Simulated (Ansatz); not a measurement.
# Pressure series in TiAl3

Base system: TiAl$_{3}$ (space group I4/mmm, No. 139; a = 3.8242 Å, c = 8.5606 Å).

Cell and atoms are relaxed at each pressure.

All numbers come from r2SCAN in Ansatz (plane waves to 500 eV, PAW, no spin-orbit coupling).

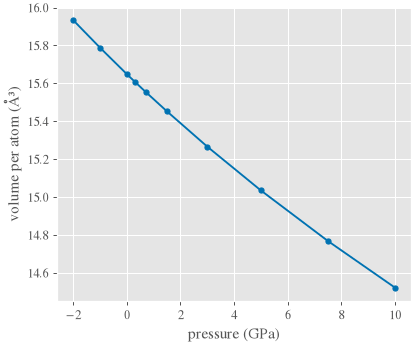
*Volume per atom against pressure*

```
pressure (GPa)  volume per atom
--------------  ---------------
-2                     15.93 Å³
-1                     15.79 Å³
0.3                    15.61 Å³
0.7                    15.56 Å³
1.5                    15.45 Å³
3                      15.27 Å³
5                      15.03 Å³
7.5                    14.77 Å³
10                     14.52 Å³
```

Load acts through the strain it causes; cell and atoms are relaxed under it. Stability against distortions was not tested. Competing high-pressure phases were not computed. All final runs are without spin polarisation.

Ansatz is a program for electronic structure.
